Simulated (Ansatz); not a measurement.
# How fast states decay through RbNa2BrCl2

Aim: relax a made-up compound, RbNa2BrCl2, and see how good a tunnel barrier it would be. It is built by putting Rb for part of the Na in the Na3BrCl2 structure of space group I4/mmm, with the volume rescaled by atomic radii. The parent structure comes from the Materials Project.

Calculated with Ansatz 0.2.0; PBE DFT, plane waves, PAW files, in the first sound run; inputs show where later runs differ.

The structure was built from a prototype and need not be the compound's stable phase.

## Step 1: Starting point

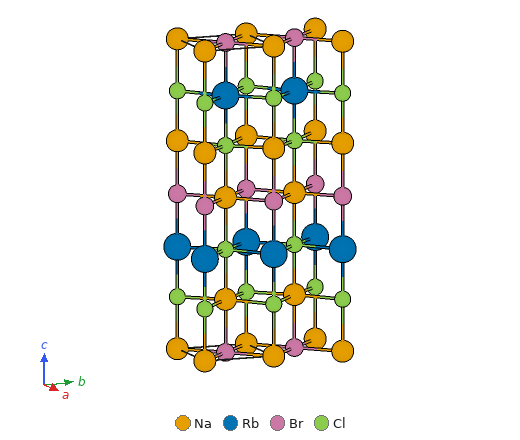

Start, viewed slightly off an axis; sodium orange, rubidium blue, bromine pink, chlorine green. 1×2×1 cells are drawn. This picture shows the conventional cell, with its axes. Some periodic images of atoms are drawn too.

As a file:

```cif
data_structure
_symmetry_space_group_name_H-M 'P 1'
_symmetry_Int_Tables_number 1
_cell_length_a 9.4266
_cell_length_b 9.4266
_cell_length_c 9.4266
_cell_angle_alpha 154.160
_cell_angle_beta 154.160
_cell_angle_gamma 36.867
_cell_volume 158.91
loop_
_atom_site_label
_atom_site_type_symbol
_atom_site_fract_x
_atom_site_fract_y
_atom_site_fract_z
_atom_site_occupancy
Na1 Na 0.67099 0.67099 0.00000 1
Na2 Na 0.00000 0.00000 0.00000 1
Rb3 Rb 0.32901 0.32901 0.00000 1
Br4 Br 0.50000 0.50000 0.00000 1
Cl5 Cl 0.83234 0.83234 0.00000 1
Cl6 Cl 0.16766 0.16766 0.00000 1
```

## Step 2: Cell and atoms at rest

The substituted atoms don't fit the parent's cell, so cell and atoms relax together. A small smearing keeps the run stable in case the gap closes on the way.

Input file input.yaml:

```yaml
crystal:
  lattice:
    - [-2.1077044514, 2.1077044514, 8.9429501605]
    - [2.1077044514, -2.1077044514, 8.9429501605]
    - [2.1077044514, 2.1077044514, -8.9429501605]
  atoms:
    - { symbol: Na, position: [0.67098916, 0.67098916, 0.0] }
    - { symbol: Na, position: [0.0, 0.0, 0.0] }
    - { symbol: Rb, position: [0.32901084, 0.32901084, 0.0] }
    - { symbol: Br, position: [0.5, 0.5, 0.0] }
    - { symbol: Cl, position: [0.83233815, 0.83233815, 0.0] }
    - { symbol: Cl, position: [0.16766185, 0.16766185, 0.0] }
kpoints:
  mp_grid: { grid: [8, 8, 8] }
scf:
  occupations: { method: gaussian, width: 0.03 }
hamiltonian:
  xc: pbe
output:
  forces: true
  stress: true
relax:
  f_tol: 0.02
  max_steps: 60
  cell: {}
```

Launch:

```bash
$ ansatz run input.yaml --threads 2 --pin off --max-ram 4096MiB --backend cpu --events-out ev --progress --plain --runs-dir out
```

Numbers of over 12 decimals in the logs are rounded to 6 here.

What it wrote:

```text
basis.fft_grid_basis auto: the FFT boxes are laid along the combinations [[1, 0, 1], [0, 1, 1], [0, 0, 1]] of the cell's own vectors, 4.215, 4.215 and 9.427 Å long. The dense box has 30×30×64 points. Along the cell's own vectors, as sized, it would have 64×64×64, 4.55 times as many. Of the 8 symmetry operations that the crystal satisfies within crystal.symmetry.tolerance (time reversal apart; of a slab, those that ke [...]
Engine: ansatz 0.2.0, aarch64-unknown-linux-gnu
Pseudopotentials: kind: paw
Pseudopotential: Na, paw, valence charge 9, recommended cutoff 420 eV (normal), Na.paw.azcp
Pseudopotential: Rb, paw, valence charge 9, recommended cutoff 420 eV (normal), Rb.paw.azcp
Pseudopotential: Br, paw, valence charge 7, recommended cutoff 420 eV (normal), Br.paw.azcp
Pseudopotential: Cl, paw, valence charge 7, recommended cutoff 420 eV (normal), Cl.paw.azcp
Functional definition: PBE
  parameter kappa = 0.804
  parameter beta = 0.066725
  exchange = pbe_x(kappa = kappa, mu = beta*pi^2/3)
  correlation = pbe_c(beta = beta)
Crystal: 6 atoms, lattice volume = 158.913 Å³
Basis set: ecut = 420 eV, 3097 PW (Γ), FFT grids on a1+a3, a2+a3, a3, exchange–correlation on 60×60×128 points (8 copies of the dense FFT grid, shifted against one another)
Bands: 30, of which v1, the nominal top of the filled ones, is band 24 counted from 1 (23 counted from 0)
Symmetry: 8 space group operations
Space group: I4mm (ITA 107), of the structure as read, at distance tolerance 5.4e-5 Å
k-points: 59 of 512 (time reversal used)
Non-local potential: Na, projectors of the file, l = 0: 3, l = 1: 2, l = 2: 1
Non-local potential: Rb, projectors of the file, l = 0: 3, l = 1: 2, l = 2: 2
Non-local potential: Br, projectors of the file, l = 0: 2, l = 1: 2, l = 2: 2
Non-local potential: Cl, projectors of the file, l = 0: 2, l = 1: 2, l = 2: 2
PAW form: soft (Blöchl's): semilocal exchange-correlation on the pseudo side does not see the compensation charge
PAW one-centre angular grid: Na, 110 points (default); XC on 64 Gauss nodes
PAW one-centre angular grid: Rb, 110 points (default); XC on 64 Gauss nodes
PAW one-centre angular grid: Br, 110 points (default); XC on 64 Gauss nodes
PAW one-centre angular grid: Cl, 110 points (default); XC on 64 Gauss nodes
Initial density: superposition of atomic densities (neutral atoms: chi_scale 0, normalization atom), corrected by the library's trained network
Initial wavefunctions: pseudopotential atomic-orbital guess
Functional: x = pbe(κ = 0.804, μ = 0.219515), c = pbe(β = 0.066725)
SCF iter   1: F=—  HF=-11192.367979 eV  |F-HF|=—  |Δ(HF+E_count)|=         —  Δρ=4.22e-4  dr2=9.89e-4  ethr=1.77e-3  ⟨swp⟩=10.2  Hψ=9279  notcnv=0  defer=1
preconditioner: auto → Resta (q_TF=auto, 2.235 Å⁻¹)  ε∞=2.8  [insulator: Δε(μ)=4.551 eV  Ē_g=12.169 eV  σ=0.030 eV  W_gap=1.00  n_scr=34 (ndim 8)  ℏωp=16.1 eV  f_vac=0.038  D(μ)=0.00/eV (n_scr^D=0)  ε∞_Penn≈2.8]
SCF iter   2: F=—  HF=-11192.368032 eV  |F-HF|=—  |Δ(HF+E_count)|=   5.31e-5  Δρ=1.93e-4  dr2=1.88e-4  ethr=2.06e-6  ⟨swp⟩=3.6  Hψ=4263  notcnv=0  defer=33
SCF iter   3: F=—  HF=-11192.368016 eV  |F-HF|=—  |Δ(HF+E_count)|=   1.69e-5  Δρ=7.81e-5  dr2=2.32e-5  ethr=3.92e-7  ⟨swp⟩=2.0  Hψ=2217  notcnv=0  defer=33
SCF iter   4: F=—  HF=-11192.368028 eV  |F-HF|=—  |Δ(HF+E_count)|=   1.24e-5  Δρ=2.55e-5  dr2=2.21e-6  ethr=4.83e-8  ⟨swp⟩=2.0  Hψ=2852  notcnv=0  defer=33
SCF iter   5: F=—  HF=-11192.368029 eV  |F-HF|=—  |Δ(HF+E_count)|=   6.86e-7  Δρ=6.69e-6  dr2=1.11e-7  ethr=4.60e-9  ⟨swp⟩=2.0  Hψ=2390  notcnv=0  defer=33
SCF iter   6: F=-11192.368029 eV  HF=-11192.368029 eV  |F-HF|=8.91e-11  |Δ(HF+E_count)|=   4.99e-8  Δρ=2.10e-6  dr2=5.73e-9  ethr=2.08e-10  ⟨swp⟩=5.0  Hψ=6823  notcnv=0
SCF 1 converged in 6 iterations: F = -11192.368029 eV  dr2 = 5.73e-9
  greatest PAW one-centre occupation: 0.999 electrons in one spin orbital (limit 2), on the Na atom at site 0 (counted from 0), in its partial waves of l = 0
relax step   1: F+E_penalty+E_count = -11192.36802864 eV  Δ(F+E_penalty+E_count) = +0.000e0 eV  max|allowed force component| = 9.142e-1 eV/Å  Δτ_max = 0.0000 Å  P = +3.588 GPa  Ω = 158.913 Å³  (6 SCF iters, dr2 threshold 1.00e-7 eV, accepted)
Crystal: 6 atoms, lattice volume = 171.659 Å³
Basis set: ecut = 420 eV, 3359 PW (Γ), FFT grids on a1+a3, a2+a3, a3, exchange–correlation on 60×60×128 points (8 copies of the dense FFT grid, shifted against one another)
Initial density: handed on by an earlier stage of this run
Initial wavefunctions: those handed on with the density
iter 1 solved again at ethr=1.01e-4 eV; its pass at ethr=3.10e-3 eV (dr2=4.86e-2 eV) is discarded
SCF iter   1: F=—  HF=-11192.685145 eV  |F-HF|=—  |Δ(HF+E_count)|=         —  Δρ=4.93e-3  dr2=4.92e-2  ethr=1.01e-4  ⟨swp⟩=2.0  Hψ=10524  notcnv=0
preconditioner: auto → Resta (q_TF=auto, 2.206 Å⁻¹)  ε∞=2.7  [insulator: Δε(μ)=4.376 eV  Ē_g=12.023 eV  σ=0.030 eV  W_gap=1.00  n_scr=34 (ndim 8)  ℏωp=15.5 eV  f_vac=0.064  D(μ)=0.00/eV (n_scr^D=0)  ε∞_Penn≈2.7]
SCF iter   2: F=—  HF=-11192.670407 eV  |F-HF|=—  |Δ(HF+E_count)|=   1.47e-2  Δρ=2.16e-3  dr2=8.47e-3  ethr=1.01e-4  ⟨swp⟩=2.2  Hψ=2633  notcnv=0
SCF iter   3: F=—  HF=-11192.668315 eV  |F-HF|=—  |Δ(HF+E_count)|=   2.09e-3  Δρ=6.35e-4  dr2=9.21e-4  ethr=1.77e-5  ⟨swp⟩=2.5  Hψ=2839  notcnv=0
SCF iter   4: F=—  HF=-11192.668241 eV  |F-HF|=—  |Δ(HF+E_count)|=   7.41e-5  Δρ=1.30e-4  dr2=2.86e-5  ethr=1.92e-6  ⟨swp⟩=2.7  Hψ=3352  notcnv=0
SCF iter   5: F=—  HF=-11192.668080 eV  |F-HF|=—  |Δ(HF+E_count)|=   1.61e-4  Δρ=4.28e-5  dr2=3.30e-6  ethr=5.95e-8  ⟨swp⟩=2.0  Hψ=3142  notcnv=0
SCF iter   6: F=-11192.668084 eV  HF=-11192.668084 eV  |F-HF|=1.97e-7  |Δ(HF+E_count)|=   3.62e-6  Δρ=1.27e-5  dr2=2.92e-7  ethr=1.25e-9  ⟨swp⟩=5.0  Hψ=6941  notcnv=0
SCF 2 converged in 6 iterations: F = -11192.668084 eV  dr2 = 2.92e-7
relax step   2: F+E_penalty+E_count = -11192.66808429 eV  Δ(F+E_penalty+E_count) = -3.001e-1 eV  max|allowed force component| = 1.853e-1 eV/Å  Δτ_max = 0.1951 Å  P = +1.002 GPa  Ω = 171.659 Å³  energy of the carried Pulay correction = -3.279e-4 eV  (6 SCF iters, dr2 threshold 6.00e-7 eV, accepted)
Crystal: 6 atoms, lattice volume = 178.735 Å³
Basis set: ecut = 420 eV, 3519 PW (Γ), FFT grids on a1+a3, a2+a3, a3, exchange–correlation on 60×60×128 points (8 copies of the dense FFT grid, shifted against one another)
iter 1 solved again at ethr=1.25e-4 eV; its pass at ethr=3.10e-3 eV (dr2=5.99e-2 eV) is discarded
SCF iter   1: F=—  HF=-11192.744122 eV  |F-HF|=—  |Δ(HF+E_count)|=         —  Δρ=5.75e-3  dr2=6.03e-2  ethr=1.25e-4  ⟨swp⟩=1.8  Hψ=9736  notcnv=0
[...]
relax step   3: F+E_penalty+E_count = -11192.72048588 eV  Δ(F+E_penalty+E_count) = -5.240e-2 eV  max|allowed force component| = 1.160e-1 eV/Å  Δτ_max = 0.0721 Å  P = +0.250 GPa  Ω = 178.735 Å³  energy of the carried Pulay correction = -4.994e-4 eV  (6 SCF iters, dr2 threshold 6.00e-7 eV, accepted)
[... from here on, the SCF cycles and remarks between the steps are left out ...]
relax step   4: F+E_penalty+E_count = -11192.73214503 eV  Δ(F+E_penalty+E_count) = -1.166e-2 eV  max|allowed force component| = 6.160e-2 eV/Å  Δτ_max = 0.0807 Å  P = +0.046 GPa  Ω = 181.691 Å³  energy of the carried Pulay correction = -5.689e-4 eV  (6 SCF iters, dr2 threshold 6.00e-7 eV, accepted)
relax step   5: F+E_penalty+E_count = -11192.73703830 eV  Δ(F+E_penalty+E_count) = -4.893e-3 eV  max|allowed force component| = 4.951e-2 eV/Å  Δτ_max = 0.0726 Å  P = +0.017 GPa  Ω = 182.466 Å³  energy of the carried Pulay correction = -5.869e-4 eV  (5 SCF iters, dr2 threshold 2.37e-7 eV, accepted)
relax step   6: F+E_penalty+E_count = -11192.73653252 eV  Δ(F+E_penalty+E_count) = +5.058e-4 eV  max|allowed force component| = 1.383e-1 eV/Å  Δτ_max = 0.1990 Å  P = +0.103 GPa  Ω = 184.574 Å³  energy of the carried Pulay correction = -6.355e-4 eV  (6 SCF iters, dr2 threshold 1.53e-7 eV, rejected (line search))
relax step   7: F+E_penalty+E_count = -11192.74643092 eV  Δ(F+E_penalty+E_count) = -9.393e-3 eV  max|allowed force component| = 3.613e-2 eV/Å  Δτ_max = 0.0995 Å  P = -0.014 GPa  Ω = 184.148 Å³  energy of the carried Pulay correction = -6.257e-4 eV  (9 SCF iters, accepted)
relax step   8: F+E_penalty+E_count = -11192.75269633 eV  Δ(F+E_penalty+E_count) = -6.265e-3 eV  max|allowed force component| = 2.943e-2 eV/Å  Δτ_max = 0.0988 Å  P = +0.051 GPa  Ω = 185.075 Å³  energy of the carried Pulay correction = -6.470e-4 eV  (6 SCF iters, dr2 threshold 8.16e-8 eV, accepted)
relax step   9: F+E_penalty+E_count = -11192.75383468 eV  Δ(F+E_penalty+E_count) = -1.138e-3 eV  max|allowed force component| = 1.066e-1 eV/Å  Δτ_max = 0.1463 Å  P = +0.101 GPa  Ω = 186.825 Å³  energy of the carried Pulay correction = -6.868e-4 eV  (6 SCF iters, dr2 threshold 1.77e-7 eV, accepted)
relax step  10: F+E_penalty+E_count = -11192.75642158 eV  Δ(F+E_penalty+E_count) = -2.587e-3 eV  max|allowed force component| = 8.224e-2 eV/Å  Δτ_max = 0.0199 Å  P = +0.105 GPa  Ω = 186.863 Å³  energy of the carried Pulay correction = -6.877e-4 eV  (5 SCF iters, dr2 threshold 6.00e-7 eV, accepted)
relax step  11: F+E_penalty+E_count = -11192.75738769 eV  Δ(F+E_penalty+E_count) = -9.661e-4 eV  max|allowed force component| = 4.691e-2 eV/Å  Δτ_max = 0.0668 Å  P = +0.056 GPa  Ω = 186.484 Å³  energy of the carried Pulay correction = -6.791e-4 eV  (5 SCF iters, dr2 threshold 4.23e-7 eV, accepted)
relax step  12: F+E_penalty+E_count = -11192.75850696 eV  Δ(F+E_penalty+E_count) = -1.119e-3 eV  max|allowed force component| = 1.905e-2 eV/Å  Δτ_max = 0.0219 Å  P = -0.006 GPa  Ω = 187.747 Å³  energy of the carried Pulay correction = -7.076e-4 eV  (6 SCF iters, dr2 threshold 1.38e-7 eV, accepted)
Basis set: ecut = 420 eV, 3713 PW (Γ), FFT grids on a1+a3, a2+a3, a3, exchange–correlation on 60×60×144 points (8 copies of the dense FFT grid, shifted against one another)
Initial wavefunctions: pseudopotential atomic-orbital guess (no wavefunctions were taken with the density)
iter 1 solved again at ethr=1.11e-6 eV; its pass at ethr=3.10e-3 eV (dr2=5.35e-4 eV) is discarded
SCF iter   1: F=—  HF=-11192.748350 eV  |F-HF|=—  |Δ(HF+E_count)|=         —  Δρ=3.93e-4  dr2=1.16e-5  ethr=1.11e-6  ⟨swp⟩=3.6  Hψ=13807  notcnv=0
preconditioner: auto → Resta (q_TF=auto, 2.174 Å⁻¹)  ε∞=2.6  [insulator: Δε(μ)=4.218 eV  Ē_g=11.788 eV  σ=0.030 eV  W_gap=1.00  n_scr=42 (ndim 8)  ℏωp=14.8 eV  f_vac=0.112  D(μ)=0.00/eV (n_scr^D=0)  ε∞_Penn≈2.6]
SCF iter   2: F=—  HF=-11192.757282 eV  |F-HF|=—  |Δ(HF+E_count)|=   8.93e-3  Δρ=1.98e-4  dr2=2.71e-6  ethr=2.42e-8  ⟨swp⟩=2.0  Hψ=3431  notcnv=0
SCF iter   3: F=—  HF=-11192.760048 eV  |F-HF|=—  |Δ(HF+E_count)|=   2.77e-3  Δρ=6.53e-5  dr2=3.70e-7  ethr=5.64e-9  ⟨swp⟩=2.0  Hψ=3210  notcnv=0
SCF iter   4: F=—  HF=-11192.760375 eV  |F-HF|=—  |Δ(HF+E_count)|=   3.27e-4  Δρ=3.13e-6  dr2=1.33e-8  ethr=7.71e-10  ⟨swp⟩=2.0  Hψ=3186  notcnv=0
SCF iter   5: F=—  HF=-11192.760375 eV  |F-HF|=—  |Δ(HF+E_count)|=   2.17e-7  Δρ=8.98e-7  dr2=2.50e-9  ethr=2.78e-11  ⟨swp⟩=2.0  Hψ=3009  notcnv=0
SCF iter   6: F=—  HF=-11192.760375 eV  |F-HF|=—  |Δ(HF+E_count)|=   3.26e-9  Δρ=4.00e-7  dr2=5.86e-10  ethr=5.22e-12  ⟨swp⟩=2.0  Hψ=2638  notcnv=0
SCF iter   7: F=-11192.760375 eV  HF=-11192.760375 eV  |F-HF|=1.09e-11  |Δ(HF+E_count)|=  4.07e-10  Δρ=9.54e-8  dr2=1.30e-11  ethr=1.00e-12  ⟨swp⟩=3.0  Hψ=7316  notcnv=0
SCF 13 converged in 7 iterations: F = -11192.760375 eV  dr2 = 1.30e-11
relax step  13: F+E_penalty+E_count = -11192.76037516 eV  Δ(F+E_penalty+E_count) = -1.868e-3 eV  max|allowed force component| = 1.904e-2 eV/Å  Δτ_max = 0.0000 Å  P = +0.018 GPa  Ω = 187.747 Å³  stress off target by 3.94e-2 GPa  SCF on the basis re-selected at this cell (its energy is not comparable with the rows above)  (7 SCF iters)
basis re-selected at this cell: Δ(F+E_penalty+E_count) = -1.868e-3 eV, ΔP = +0.024 GPa vs the last step (what re-selecting the basis moved, of the pressure what is left beyond the Pulay correction that the steps carried, after the strain that the cell walked since its last selection, with what the two solves' SCF thresholds leave and, on support functions, any second-order correction that the steps lacked; it is no measure of the basis error at this ecutwfc). The dense FFT grid was sized anew with the basis: this SCF ran on 30×30×72 points, the steps before it on 30×30×64, so part of this shift can come from that change (see relax.cell in the input reference). [rest of the remark cut]
SCF converged after 7 iterations
Free energy (F): -11192.760375 eV
Harris-Foulkes:  -11192.760375 eV  (|F-HF|=1.09e-11)
Internal energy: -11192.760375 eV  (E = F + TS)
E sigma→0 (E₀):  -11192.760375 eV
Fermi energy:    2.590446 eV
--- Per-component energies (eV) ---
  E_band       = -612.851764
  E_kinetic    = 892.103890
  E_local      = -4242.365671  (includes V_loc(G=0)·N_el)
  E_nonlocal   = 530.304350
  E_hartree    = 1458.562365
  E_xc         = -689.764957
  E_vxc        = -587.805256  (∫ρ·V_xc dr)
  E_paw        = -6709.653993  (= ΣΔE_a)
  E_vpaw       = -122.214107  (= ΣTr[D̂ρ^β])
  E_aug_tail   = 0.000130  (compensation charges beyond the density's cutoff)
  E_ewald      = -2431.946488
  E_smearing   = -0.000000  (= −TS)
  E_closure    = -0.000000  (closes the sum)
  Σ components = -11192.760375   (vs F -11192.760375, Δ=0.00e0)
--- Forces (eV/Å), atoms counted from 1 ---
  atom   1  Na    -0.00000000     0.00000000    -0.00427050
  atom   2  Na     0.00000000    -0.00000000    -0.01468604
  atom   3  Rb     0.00000000    -0.00000000     0.01903447
  atom   4  Br    -0.00000000    -0.00000000    -0.00080717
  atom   5  Cl    -0.00000000     0.00000000    -0.01082038
  atom   6  Cl     0.00000000    -0.00000000     0.01150702
  max |Σ_I F_I| component: 4.26e-5 eV/Å
--- Stress (GPa, compression-positive) ---
        0.006887       0.000000      -0.000000
        0.000000       0.006887      -0.000000
       -0.000000      -0.000000       0.039380
  P = ⅓ Tr σ = 0.0177 GPa (0.177 kbar)
--- Relaxed structure (12 steps of the walk, 11 accepted, 1 SCFs on fresh bases) ---
  F+E_penalty+E_count = -11192.76037516 eV   max|allowed force component| = 1.904e-2 eV/Å   (the final SCF, on the basis selected at the relaxed cell)
  cell:  # Å, volume = 187.7468 Å³
    - [-2.188798, 2.188798, 9.797185]
    - [2.188798, -2.188798, 9.797185]
    - [2.188798, 2.188798, -9.797185]
  atoms:
    - { symbol: Na, position: [0.667512, 0.667512, 0] }
    - { symbol: Na, position: [0.024251, 0.024251, 0] }
    - { symbol: Rb, position: [0.330410, 0.330410, 0] }
    - { symbol: Br, position: [0.510073, 0.510073, 0] }
    - { symbol: Cl, position: [0.807963, 0.807963, 0] }
    - { symbol: Cl, position: [0.159792, 0.159792, 0] }
```

Run time: 2.1 min. Hardware: 2 threads of Arm Neoverse V2, shared host; peak memory 0.55 GiB.

The steps of the relaxation:

| step | energy less that of the first step (eV) | largest force component (eV/Å) | pressure (GPa) | volume (Å³) |
| --- | --- | --- | --- | --- |
| 1 | 0.0000 | 0.9142 | 3.59 | 158.91 |
| 2 | -0.3001 | 0.1853 | 1.00 | 171.66 |
| 3 | -0.3525 | 0.1160 | 0.25 | 178.74 |
| 4 | -0.3641 | 0.0616 | 0.05 | 181.69 |
| 5 | -0.3690 | 0.0495 | 0.02 | 182.47 |
| 6 | -0.3685 | 0.1383 | 0.10 | 184.57 |
| 7 | -0.3784 | 0.0361 | -0.01 | 184.15 |
| 8 | -0.3847 | 0.0294 | 0.05 | 185.08 |
| 9 | -0.3858 | 0.1066 | 0.10 | 186.83 |
| 10 | -0.3884 | 0.0822 | 0.10 | 186.86 |
| 11 | -0.3894 | 0.0469 | 0.06 | 186.48 |
| 12 | -0.3905 | 0.0190 | -0.01 | 187.75 |
| 13* | -0.3923 | 0.0190 | 0.02 | 187.75 |

Relaxation steps marked * repeat the geometry before them on a plane-wave basis chosen anew for their cell, so energy and pressure can jump there. Relaxation step 6 was tried and not accepted.

Forces are held to the 8 operations that the run works with; a distortion that breaks them can't arise in this run.

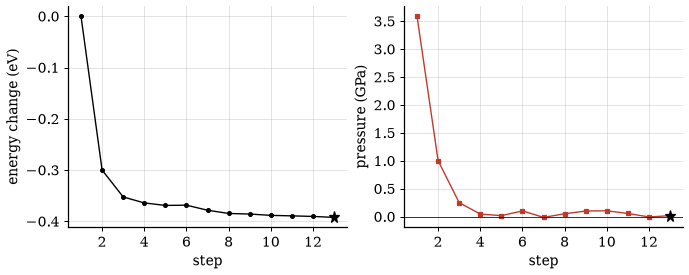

Energy and pressure along the relaxation. Stars mark steps on a basis chosen anew.

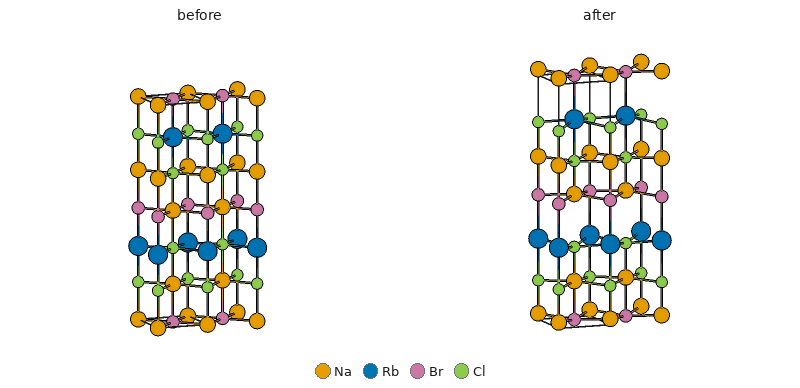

Before and after, at one scale.

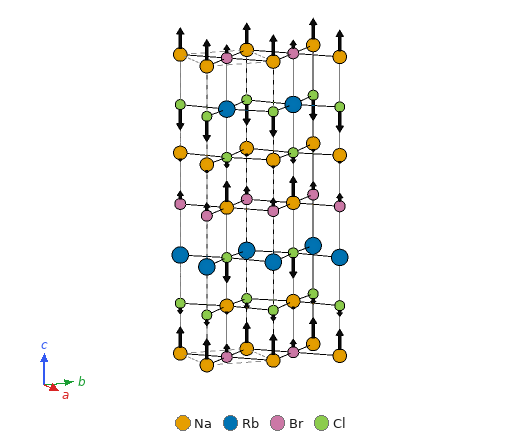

Displacements in the relaxation, exaggerated, measured against the changing cell; the longest in the cell stands for 0.48 Å. 1×2×1 conventional cells are drawn. Some periodic images of atoms are drawn too.

| conventional cell, symmetrised | before | after | change |
| --- | --- | --- | --- |
| a (Å) | 4.215 | 4.378 | +3.8 % |
| b (Å) | 4.215 | 4.378 | +3.8 % |
| c (Å) | 17.886 | 19.594 | +9.6 % |
| volume (Å³/atom) | 26.49 | 31.29 | +18.1 % |

The atoms that moved most (Å, as changes of fractional coordinates times the final cell):

| atom | dx | dy | dz | length |
| --- | --- | --- | --- | --- |
| Cl5 | 0.000 | 0.000 | -0.478 | 0.478 |
| Na2 | 0.000 | 0.000 | 0.475 | 0.475 |
| Br4 | 0.000 | 0.000 | 0.197 | 0.197 |
| Cl6 | 0.000 | 0.000 | -0.154 | 0.154 |
| Na1 | 0.000 | 0.000 | -0.068 | 0.068 |
| Rb3 | 0.000 | 0.000 | 0.027 | 0.027 |

Final coordinates:

```cif
data_structure
_symmetry_space_group_name_H-M 'P 1'
_symmetry_Int_Tables_number 1
_cell_length_a 10.2746
_cell_length_b 10.2746
_cell_length_c 10.2746
_cell_angle_alpha 155.400
_cell_angle_beta 155.400
_cell_angle_gamma 35.068
_cell_volume 187.75
loop_
_atom_site_label
_atom_site_type_symbol
_atom_site_fract_x
_atom_site_fract_y
_atom_site_fract_z
_atom_site_occupancy
Na1 Na 0.66751 0.66751 0.00000 1
Na2 Na 0.02425 0.02425 0.00000 1
Rb3 Rb 0.33041 0.33041 0.00000 1
Br4 Br 0.51007 0.51007 0.00000 1
Cl5 Cl 0.80796 0.80796 0.00000 1
Cl6 Cl 0.15979 0.15979 0.00000 1
```

This step gave:

```
free energy  : -11192.7604 eV
Fermi energy : 2.590 eV
pressure     : 0.01772 GPa
```

The largest force component on a free atom ends at 0.019 eV/Å.

(Continued in part 2 of 2.)

[Logs are printed without paths, hosts, clocks, repeated set-up lines and the standing remarks that a program may print on its own settings, such as how far it seeks lower states.]

[Hosts, paths, dates, database ids (printed as entryN), source tags and the programs' standing remarks are cut or masked in the printed files.]
